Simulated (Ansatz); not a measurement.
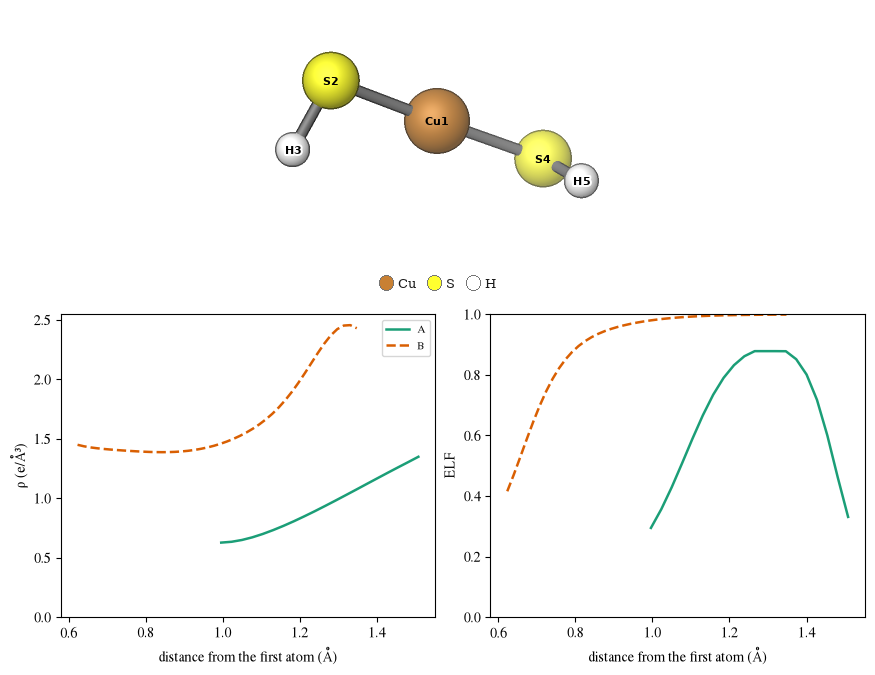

The picture shows: CuH₂S₂ (charge −1). Electron density and ELF along straight lines between neighbouring atoms. The curves leave out the atomic cores. The structure is drawn too.

Geometry: r2SCAN-D4/def2-TZVPD.

Computed with RKS PBE0-D4/def2-TZVPD (Ansatz).

```yaml
atoms:
  - { symbol: Cu, position_ang: [0.1329, -0.3303, 0.0063] }
  - { symbol: S, position_ang: [0.2468, -0.2744, 2.1567] }
  - { symbol: H, position_ang: [0.7749, 0.9620, 2.2542] }
  - { symbol: S, position_ang: [0.0406, -0.4397, -2.1431] }
  - { symbol: H, position_ang: [-1.1953, 0.0823, -2.2742] }
```

**Which curve belongs to which contact (Cu–S and S–H)? The first atom named is at distance zero.**

Curve A: Cu–S (2.15 Å): the density is about 0.67 e/Å³ at the midpoint; the ELF peaks at about 0.90 in the valence shell of S, 0.9 Å from its nucleus, and is about 0.50 at the midpoint. Curve B: S–H (1.35 Å): ρ is about 1.4 e/Å³ halfway; the ELF climbs to about 1 towards the hydrogen, as it does in any bond to H.
